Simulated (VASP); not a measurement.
# H on Cu(111): binding against coverage, part 3 of 9

How do binding and work function change as H crowds Cu(111)?

VASP 6.6.1, plane waves and PAW; the level of theory is named at each step.

So far. Step 4 (Relaxing the slab, cell 1 x 1, k-mesh 12×12×1): The run ended after 7 ionic steps, 0.003 eV below its first step, once the forces on the free atoms met EDIFFG = -0.03. Step 5 (The vacuum level, cell 1 x 1, k-mesh 12×12×1): The vacuum level lies 4.80 eV above the Fermi level at the upper face; both faces agree, as the slab has next to no dipole.

## Step 6: Relaxing the adsorbate, coverage 1/1, k-mesh 12×12×1

This step: PBE; plane waves and PAW (Cu, H) (VASP 6.6.1).

System of this step: Cu4H (Cu(111)). The cell holds 5 atoms: 4 Cu and 1 H. Its edges and angles: a = 2.566 Å, b = 2.566 Å, c = 21.284 Å, α = 90.0°, β = 90.0°, γ = 60.0°. It derives from Cu. 1 H over fcc sites of a 1 x 1 cell of Cu(111). Vacuum lies along c.

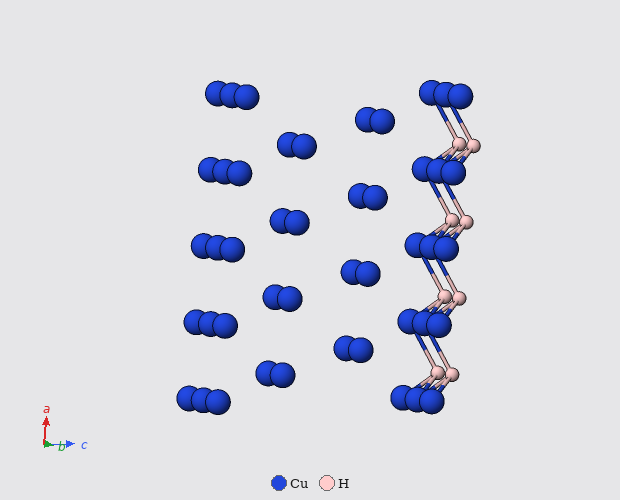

The cell of this step (copper blue, hydrogen pink). Bonds to atoms that aren't drawn are left out. 4×2×1 cells are drawn. Some periodic images of atoms are drawn too.

The adsorbate starts over a high-symmetry site, and it relaxes with the upper layers within that symmetry.

Input file INCAR:

```
SYSTEM = Cu4H
PREC = Normal
ENCUT = 330
EDIFF = 1E-05
NELM = 120
ISMEAR = 1
SIGMA = 0.15
LREAL = .FALSE.
ALGO = Fast
GGA = PE
NBANDS = 28
LASPH = .TRUE.
LORBIT = 11
LWAVE = .FALSE.
LCHARG = .FALSE.
KPAR = 8
IBRION = 2
NSW = 45
ISIF = 2
EDIFFG = -0.03
POTIM = 0.4
MAXMIX = 40
IDIPOL = 3
LDIPOL = .TRUE.
DIPOL = 0.5 0.5 0.536
```

Input file POSCAR:

```
Cu4H
1.0
    2.5656253280      0.0000000000      0.0000000000
    1.2828126640      2.2218967106      0.0000000000
    0.0000000000      0.0000000000     21.2844729247
Cu H
4 1
Selective dynamics
Direct
    0.0000000000      0.0000000000      0.3523695400  F F F
    0.3333333300      0.3333333300      0.4507898500  F F F
    0.6666666700      0.6666666700      0.5480826200  T T T
    0.0000000000      0.0000000000      0.6455478000  T T T
    0.3333333300      0.3333333300      0.6831338900  T T T
```

Input file KPOINTS:

```
Automatic mesh
0
Gamma
12 12 1
0 0 0
```

The projector-augmented-wave data sets are Cu and H (PBE family, release 64).

Command:

```
mpirun -np 8 vasp_std
```

Log:

```text
[banner, memory and clock lines left out]
running    8 mpi-ranks, on    1 nodes
 distrk:  each k-point on    1 cores,    8 groups
 distr:  one band on    1 cores,    1 groups

 POSCAR found type information on POSCAR CuH
 POSCAR found :  2 types and       5 ions
 [... a notice as in an earlier step ...]

 LDA part: xc-table for (Slater+PW92), standard interpolation
 POSCAR, INCAR and KPOINTS ok, starting setup
 FFT: planning ... GRIDC
 FFT: planning ... GRID_SOFT
 FFT: planning ... GRID
 WAVECAR not read
 entering main loop
       N       E                     dE             d eps       ncg     rms          rms(c)
DAV:   1     0.328871486940E+03    0.32887E+03   -0.15549E+04  1064   0.149E+03
DAV:   2     0.368175400536E+01   -0.32519E+03   -0.31599E+03  1064   0.351E+02
DAV:   3    -0.206160328310E+02   -0.24298E+02   -0.23208E+02  1196   0.144E+02
DAV:   4    -0.213807007470E+02   -0.76467E+00   -0.76157E+00  1204   0.292E+01
DAV:   5    -0.214046069677E+02   -0.23906E-01   -0.23898E-01  1240   0.397E+00    0.159E+01
RMM:   6    -0.190913445451E+02    0.23133E+01   -0.42034E+01  1068   0.996E+01    0.894E+00
RMM:   7    -0.177272905985E+02    0.13641E+01   -0.89763E+00  1068   0.498E+01    0.311E+00
RMM:   8    -0.176004999619E+02    0.12679E+00   -0.52995E-01  1096   0.771E+00    0.231E+00
RMM:   9    -0.174693684561E+02    0.13113E+00   -0.23347E-01  1077   0.609E+00    0.769E-01
RMM:  10    -0.174587896439E+02    0.10579E-01   -0.97545E-02  1122   0.311E+00    0.604E-01
RMM:  11    -0.174548789265E+02    0.39107E-02   -0.27642E-02  1112   0.174E+00    0.351E-01
RMM:  12    -0.174528025914E+02    0.20763E-02   -0.10097E-02  1227   0.776E-01    0.222E-01
RMM:  13    -0.174510419293E+02    0.17607E-02   -0.20866E-03  1097   0.363E-01    0.124E-01
RMM:  14    -0.174505672336E+02    0.47470E-03   -0.72582E-04  1091   0.259E-01    0.741E-02
RMM:  15    -0.174504361477E+02    0.13109E-03   -0.48086E-04  1065   0.289E-01    0.414E-02
RMM:  16    -0.174504602810E+02   -0.24133E-04   -0.21213E-04  1087   0.142E-01    0.476E-02
RMM:  17    -0.174506032309E+02   -0.14295E-03   -0.18158E-04  1033   0.820E-02    0.196E-02
RMM:  18    -0.174507271818E+02   -0.12395E-03   -0.59568E-05   834   0.614E-02    0.154E-02
RMM:  19    -0.174507974617E+02   -0.70280E-04   -0.40197E-05   745   0.556E-02    0.762E-03
RMM:  20    -0.174508242904E+02   -0.26829E-04   -0.10519E-05   632   0.388E-02    0.119E-02
RMM:  21    -0.174508610646E+02   -0.36774E-04   -0.58470E-06   628   0.260E-02    0.347E-03
RMM:  22    -0.174508798090E+02   -0.18744E-04   -0.28608E-06   618   0.207E-02    0.507E-03
RMM:  23    -0.174508885699E+02   -0.87609E-05   -0.16914E-06   607   0.136E-02
   1 F= -.17450889E+02 E0= -.17447276E+02  d E =-.174509E+02
 curvature:   0.00 expect dE= 0.000E+00 dE for cont linesearch  0.000E+00
 trial: gam= 0.00000 g(F)=  0.882E-02 g(S)=  0.000E+00 ort = 0.000E+00 (trialstep = 0.100E+01)
 search vector abs. value=  0.882E-02
 bond charge predicted
       N       E                     dE             d eps       ncg     rms          rms(c)
DAV:   1    -0.174563641261E+02   -0.54843E-02   -0.13559E+00  1160   0.721E+00    0.907E-02
RMM:   2    -0.174577867229E+02   -0.14226E-02   -0.15566E-02  1072   0.164E+00    0.101E-01
RMM:   3    -0.174583837376E+02   -0.59701E-03   -0.79830E-03  1383   0.804E-01    0.632E-02
RMM:   4    -0.174585266221E+02   -0.14288E-03   -0.71991E-04  1396   0.206E-01    0.934E-02
RMM:   5    -0.174583441247E+02    0.18250E-03   -0.35623E-04  1067   0.241E-01    0.472E-02
RMM:   6    -0.174583426146E+02    0.15102E-05   -0.23880E-04  1088   0.967E-02    0.301E-02
RMM:   7    -0.174583509251E+02   -0.83106E-05   -0.57758E-05   859   0.680E-02
   2 F= -.17458351E+02 E0= -.17454755E+02  d E =-.746236E-02
[... from here on, the cycles between the ionic steps are left out ...]
   3 F= -.17465629E+02 E0= -.17462106E+02  d E =-.147407E-01
   4 F= -.17468152E+02 E0= -.17464626E+02  d E =-.252300E-02
   5 F= -.17470383E+02 E0= -.17466792E+02  d E =-.475367E-02
   6 F= -.17470351E+02 E0= -.17466683E+02  d E =-.472221E-02
   7 F= -.17471126E+02 E0= -.17467487E+02  d E =-.549648E-02
   8 F= -.17473655E+02 E0= -.17469956E+02  d E =-.252943E-02
   9 F= -.17479528E+02 E0= -.17475695E+02  d E =-.840219E-02
  10 F= -.17482742E+02 E0= -.17478928E+02  d E =-.116163E-01
  11 F= -.17483050E+02 E0= -.17479188E+02  d E =-.119246E-01
  12 F= -.17483031E+02 E0= -.17479185E+02  d E =-.119052E-01
 curvature: -11.29 expect dE=-0.128E-02 dE for cont linesearch -0.691E-04
 ZBRENT: accuracy reached
 trial: gam= 0.00000 g(F)=  0.113E-03 g(S)=  0.000E+00 ort =-0.147E-03 (trialstep = 0.409E+01)
 search vector abs. value=  0.113E-03
 bond charge predicted
       N       E                     dE             d eps       ncg     rms          rms(c)
DAV:   1    -0.174827920157E+02    0.23831E-03   -0.33966E-01  1132   0.357E+00    0.380E-02
RMM:   2    -0.174831103293E+02   -0.31831E-03   -0.32786E-03  1076   0.766E-01    0.771E-02
RMM:   3    -0.174832241390E+02   -0.11381E-03   -0.12266E-03  1221   0.338E-01    0.774E-02
RMM:   4    -0.174832222623E+02    0.18767E-05   -0.22653E-04  1117   0.165E-01    0.560E-02
RMM:   5    -0.174832273676E+02   -0.51053E-05   -0.74904E-05   833   0.732E-02
  13 F= -.17483227E+02 E0= -.17479406E+02  d E =-.196461E-03
 trial-energy change:   -0.000196  1 .order   -0.000148   -0.000464    0.000168
 step:   3.2943(harm=  2.9983)  dis= 0.00300  next Energy=   -17.483243 (dE=-0.212E-03)
 reached required accuracy - stopping structural energy minimisation
```

Elapsed: 55 s, on 8 MPI ranks of AMD EPYC 7R13 (Zen 3), shared host; peak memory 1.2 GiB; 7.1 min of CPU time.

From OUTCAR (step 6):

```text
   NELECT =      45.0000    total number of electrons

 dipolmoment           0.000000      0.000000     -0.001986 electrons x Angstroem

 E-fermi :   0.1805

 k-point     1 :       0.0000    0.0000    0.0000
  band No.  band energies     occupation
    ...
     21      -1.6841      2.00000
     22      -1.6841      2.00000
     23      -1.3878      2.00000
     24      -1.3878      2.00000
     25      -0.3543      2.00001
     26       4.1580      0.00000
     27       4.5647      0.00000
     28       5.7368      0.00000

  Total       -0.3540811     -0.3540811      0.0217388      0.0000000     -0.0000000     -0.0000000
  in kB       -4.6755568     -4.6755568      0.2870559      0.0000000     -0.0000000     -0.0000000
  external PRESSURE =      -3.0213526 kB  Pullay stress =       0.0000000 kB

 POSITION                                       TOTAL-FORCE (eV/Angst)
 -----------------------------------------------------------------------------------
      0.00000      0.00000      7.50000        -0.000000      0.000000      0.019351
      1.28281      0.74063      9.59482         0.000000     -0.000000     -0.031648
      2.56563      1.48126     11.68950         0.000000      0.000000      0.011172
      0.00000      0.00000     13.87736        -0.000000     -0.000000      0.016299
      1.28281      0.74063     14.72919         0.000000     -0.000000     -0.015174
 -----------------------------------------------------------------------------------
    total drift:                               -0.000021     -0.000012      0.037609

  FREE ENERGIE OF THE ION-ELECTRON SYSTEM (eV)
  ---------------------------------------------------
  free  energy   TOTEN  =       -17.4832273676 eV

  energy  without entropy=      -17.4717631497  energy(sigma->0) =      -17.47940596

 vacuum level on the upper side and lower side of the slab         4.778         4.812

[... 8 parts as in an earlier step ...]

[... 10 further parts left out ...]
```

CONTCAR:

```
Cu4H
   1.00000000000000
     2.5656253279999999    0.0000000000000000    0.0000000000000000
     1.2828126639999999    2.2218967105999998    0.0000000000000000
     0.0000000000000000    0.0000000000000000   21.2844729247000011
  Cu              H
     4     1
Selective dynamics
Direct
     0.0000000000000000    0.0000000000000000    0.3523695399999980   F   F   F
     0.3333333300000021    0.3333333300000021    0.4507898499999996   F   F   F
     0.6666666699999979    0.6666666699999979    0.5492030682066513   T   T   T
     0.0000000000000000    0.0000000000000000    0.6519943920520613   T   T   T
     0.3333333300000021    0.3333333300000021    0.6920157284928353   T   T   T
```

Relaxation path:

```csv
step,energy less that of the first step (eV),largest force (eV/Å)
1,0.0000,0.3524
2,-0.0075,0.2444
3,-0.0147,0.1765
4,-0.0173,0.1249
5,-0.0195,0.1281
6,-0.0195,0.2746
7,-0.0202,0.1947
8,-0.0228,0.1629
9,-0.0286,0.1158
10,-0.0319,0.0521
11,-0.0322,0.0358
12,-0.0321,0.0476
13,-0.0323,0.0163
```

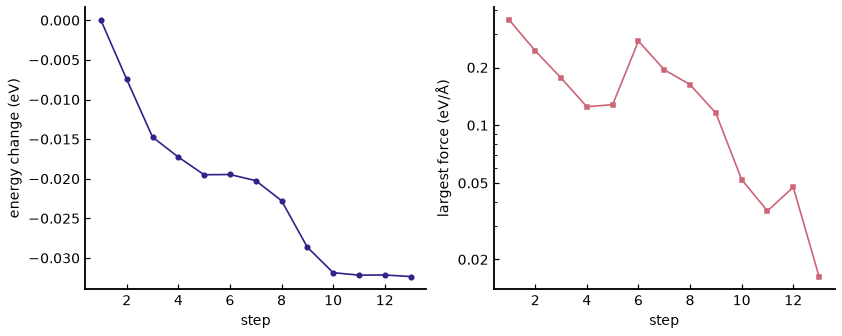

Energy and largest force along the relaxation.

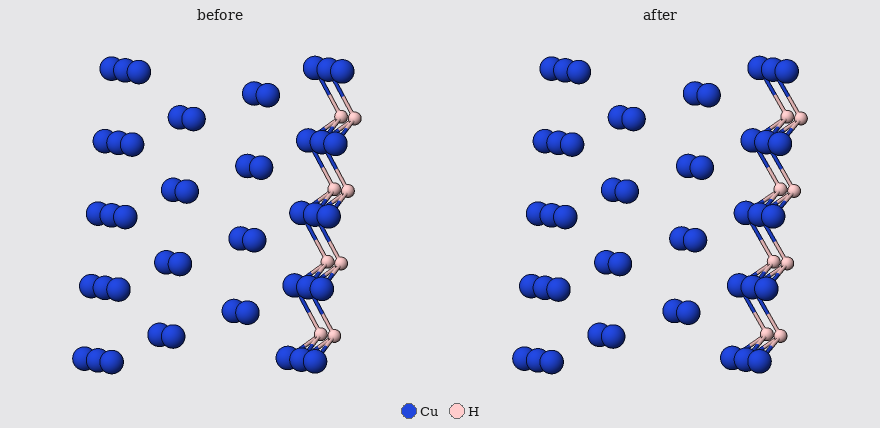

The structure before and after the relaxation, drawn at the same scale. Bonds to atoms that aren't drawn are left out.

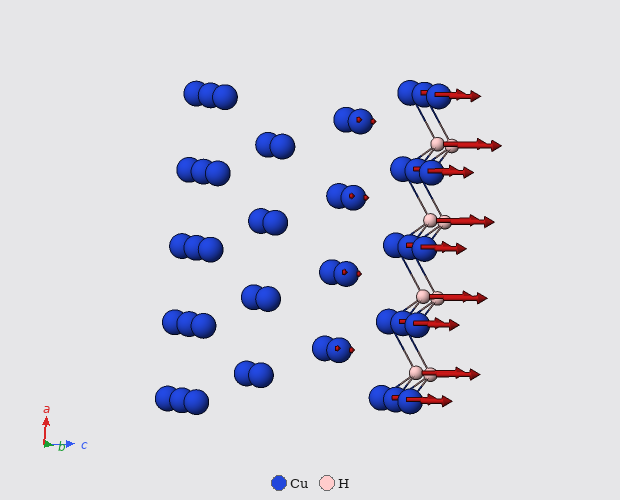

Displacements in the relaxation, exaggerated; the longest in the cell stands for 0.19 Å. Bonds to atoms that aren't drawn are left out. 4×2×1 cells are drawn. Some periodic images of atoms are drawn too.

The atoms that moved most (Å):

```csv
atom,dx,dy,dz,length
H5,0.000,0.000,0.189,0.189
Cu4,0.000,0.000,0.137,0.137
Cu3,0.000,0.000,0.024,0.024
```

The relaxed structure:

```
Cu H
1.0
     2.56563    0.00000    0.00000
     1.28281    2.22190    0.00000
     0.00000    0.00000   21.28447
Cu H
4 1
Direct
  0.00000 0.00000 0.35237
  0.33333 0.33333 0.45079
  0.66667 0.66667 0.54920
  0.00000 0.00000 0.65199
  0.33333 0.33333 0.69202
```

This step gave:

| Quantity | Value |
| --- | --- |
| electronic cycles | 107 |
| electrons | 45 |
| free energy (TOTEN) | -17.48 eV |
| energy at zero smearing | -17.48 eV |
| Fermi energy | 0.1805 eV |
| dipole moment | 0, 0, -0.001986 e·Å |

The run ended after 13 ionic steps, 0.032 eV below its first step, once the forces on the free atoms met EDIFFG = -0.03.

## Step 7: The vacuum level with the adsorbate, coverage 1/1, k-mesh 12×12×1

A static run like the clean slab's shows how the vacuum level shifts, by charge transfer, by any dipole of the adsorbate and by the slab's own rearrangement.

Input file INCAR:

```
SYSTEM = Cu4H
PREC = Normal
ENCUT = 330
EDIFF = 1E-06
NELM = 120
ISMEAR = 1
SIGMA = 0.15
LREAL = .FALSE.
ALGO = Fast
GGA = PE
NBANDS = 28
LASPH = .TRUE.
LORBIT = 11
LWAVE = .FALSE.
LCHARG = .FALSE.
KPAR = 8
IDIPOL = 3
LDIPOL = .TRUE.
DIPOL = 0.5 0.5 0.539
LVHAR = .TRUE.
LVACPOTAV = .TRUE.
```

Input file POSCAR:

```
Cu4H
1.0
    2.5656253280      0.0000000000      0.0000000000
    1.2828126640      2.2218967106      0.0000000000
    0.0000000000      0.0000000000     21.2844729247
Cu H
4 1
Selective dynamics
Direct
    0.0000000000      0.0000000000      0.3523695400  F F F
    0.3333333300      0.3333333300      0.4507898500  F F F
    0.6666666700      0.6666666700      0.5492030682  T T T
    0.0000000000      0.0000000000      0.6519943921  T T T
    0.3333333300      0.3333333300      0.6920157285  T T T
```

KPOINTS is that of step 6.

Command:

```
mpirun -np 8 vasp_std
```

Log:

```text
[... set-up lines as in an earlier step ...]
 entering main loop
       N       E                     dE             d eps       ncg     rms          rms(c)
DAV:   1     0.327771896825E+03    0.32777E+03   -0.15514E+04  1064   0.149E+03
DAV:   2     0.311624018472E+01   -0.32466E+03   -0.31589E+03  1064   0.351E+02
DAV:   3    -0.206408793270E+02   -0.23757E+02   -0.22508E+02  1180   0.141E+02
DAV:   4    -0.213756605121E+02   -0.73478E+00   -0.73113E+00  1236   0.286E+01
DAV:   5    -0.213980423198E+02   -0.22382E-01   -0.22377E-01  1220   0.391E+00    0.158E+01
RMM:   6    -0.191385464020E+02    0.22595E+01   -0.42119E+01  1157   0.994E+01    0.912E+00
RMM:   7    -0.177893360362E+02    0.13492E+01   -0.90871E+00  1159   0.502E+01    0.340E+00
RMM:   8    -0.175959807266E+02    0.19336E+00   -0.49924E-01  1204   0.757E+00    0.224E+00
RMM:   9    -0.174905970831E+02    0.10538E+00   -0.21945E-01  1183   0.575E+00    0.509E-01
RMM:  10    -0.174868302124E+02    0.37669E-02   -0.86564E-02  1265   0.260E+00    0.336E-01
RMM:  11    -0.174844718119E+02    0.23584E-02   -0.19695E-02  1213   0.139E+00    0.250E-01
RMM:  12    -0.174836955113E+02    0.77630E-03   -0.90194E-03  1206   0.114E+00    0.139E-01
RMM:  13    -0.174829869677E+02    0.70854E-03   -0.35920E-03  1295   0.524E-01    0.548E-02
RMM:  14    -0.174828432816E+02    0.14369E-03   -0.10410E-03  1289   0.263E-01    0.668E-02
RMM:  15    -0.174828217311E+02    0.21550E-04   -0.26516E-04  1220   0.174E-01    0.387E-02
RMM:  16    -0.174828649764E+02   -0.43245E-04   -0.17386E-04  1256   0.101E-01    0.196E-02
RMM:  17    -0.174829501514E+02   -0.85175E-04   -0.55242E-05  1258   0.639E-02    0.189E-02
RMM:  18    -0.174830771760E+02   -0.12702E-03   -0.53193E-05  1197   0.367E-02    0.968E-03
RMM:  19    -0.174831282841E+02   -0.51108E-04   -0.18482E-05  1172   0.388E-02    0.936E-03
RMM:  20    -0.174831766276E+02   -0.48344E-04   -0.15944E-05  1230   0.470E-02    0.106E-02
RMM:  21    -0.174832029683E+02   -0.26341E-04   -0.68793E-06  1092   0.358E-02    0.418E-03
RMM:  22    -0.174832175980E+02   -0.14630E-04   -0.28481E-06   825   0.169E-02    0.273E-03
RMM:  23    -0.174832215735E+02   -0.39755E-05   -0.11981E-06   752   0.127E-02    0.163E-03
RMM:  24    -0.174832223648E+02   -0.79130E-06   -0.60133E-07   699   0.101E-02
 [... a notice as in an earlier step ...]

   1 F= -.17483222E+02 E0= -.17479406E+02  d E =-.114497E-01
```

Wall time 11 s (8 MPI ranks); peak memory 1.1 GiB; 85 s of CPU time.

Parts of OUTCAR (step 7):

```text
   NELECT =      45.0000    total number of electrons

 dipolmoment           0.000000      0.000000     -0.002766 electrons x Angstroem

 E-fermi :   0.1853

 k-point     1 :       0.0000    0.0000    0.0000
  band No.  band energies     occupation
    ...
     21      -1.6786      2.00000
     22      -1.6786      2.00000
     23      -1.3841      2.00000
     24      -1.3841      2.00000
     25      -0.3500      2.00001
     26       4.1620      0.00000
     27       4.5682      0.00000
     28       5.7903      0.00000

  Total       -0.4440565     -0.4440565     -0.0923800     -0.0000000      0.0000000     -0.0000000
  in kB       -5.8636606     -5.8636606     -1.2198554     -0.0000000      0.0000000     -0.0000000
  external PRESSURE =      -4.3157255 kB  Pullay stress =       0.0000000 kB

 POSITION                                       TOTAL-FORCE (eV/Angst)
 -----------------------------------------------------------------------------------
      0.00000      0.00000      7.50000        -0.000000     -0.000000      0.026419
      1.28281      0.74063      9.59482         0.000000     -0.000000     -0.023655
      2.56563      1.48126     11.68950         0.000000      0.000000     -0.003693
      0.00000      0.00000     13.87736         0.000000      0.000000      0.007123
      1.28281      0.74063     14.72919         0.000000     -0.000000     -0.006195
 -----------------------------------------------------------------------------------
    total drift:                               -0.000022     -0.000013      0.001994

  FREE ENERGIE OF THE ION-ELECTRON SYSTEM (eV)
  ---------------------------------------------------
  free  energy   TOTEN  =       -17.4832223648 eV

  energy  without entropy=      -17.4717726990  energy(sigma->0) =      -17.47940581

 vacuum level on the upper side and lower side of the slab         4.989         5.059

[... 7 parts as in an earlier step ...]

[... 10 further parts left out ...]
```

Numbers from this step:

```
electronic cycles                          : 24
Fermi energy                               : 0.1853 eV
dipole moment                              : 0, 0, -0.002766 e·Å
vacuum levels                              : 5.001, 5.087 eV
work functions of the upper and lower face : 4.816, 4.902 eV
```

The planar average of the electrostatic potential oscillates, so the rows of the table below give means over windows of 2 Å about each position, cut where the curve ends. Its maxima inside the range that stand out by 2 % of the span (Å: eV): 8.5: 0.561, 10.6: 0.537, 12.7: 0.818. Its minima: 7.5: -14.7, 9.6: -14.9, 11.6: -14.9, 13.9: -15.4.

Zero at the Fermi level. The planar average of the electrostatic potential by height; means over each step:

```csv
height (Å),planar average of the electrostatic potential (eV)
0,4.84
2,4.90
4,4.89
6,2.46
8,-7.30
10,-7.57
12,-7.47
14,-8.66
16,4.04
18,4.81
20,4.82
```

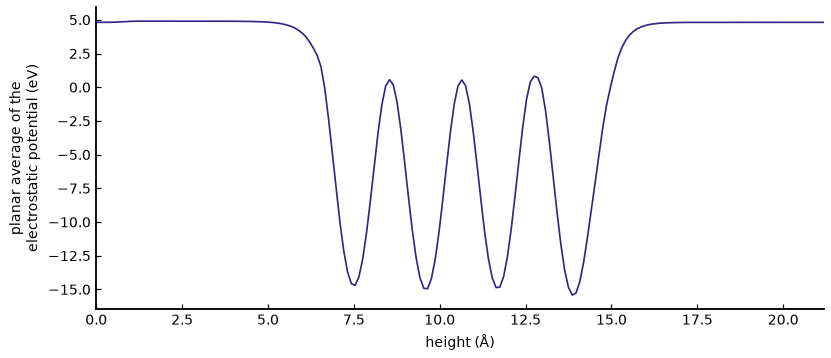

Planar average of the electrostatic potential against height.

At the end the adsorbate's closest contact with the slab is H-Cu at 1.71 Å, 1.48 Å to the side of the slab's atom, and its lowest atom lies 0.85 Å above the highest atom of the slab.

The vacuum level lies 4.82 eV above the Fermi level at the upper face; the two faces differ by 0.09 eV, the step that the slab's dipole of -0.003 e·Å makes.

The program found no field-free point at its default tolerance, and its printed vacuum level lies off the flat part of the planar average, by -0.01 eV at the upper face; the levels here are read from the flat part.

[end of part 3 of 9]

[Lines on the potential files, build, host, timing and source positions are cut from VASP's logs without a mark.]

[Logs are printed without paths, hosts, clocks, repeated set-up lines and the standing remarks that a program may print on its own settings, such as how far it seeks lower states.]

[Hosts, paths, dates, database ids (printed as entryN), source tags and the programs' standing remarks are cut or masked in the printed files.]

[Runs that stopped without an error message from VASP are left out.]

[In band tables of VASP the shares of atoms and orbitals are scaled to a sum of 1 inside the atoms' spheres.]
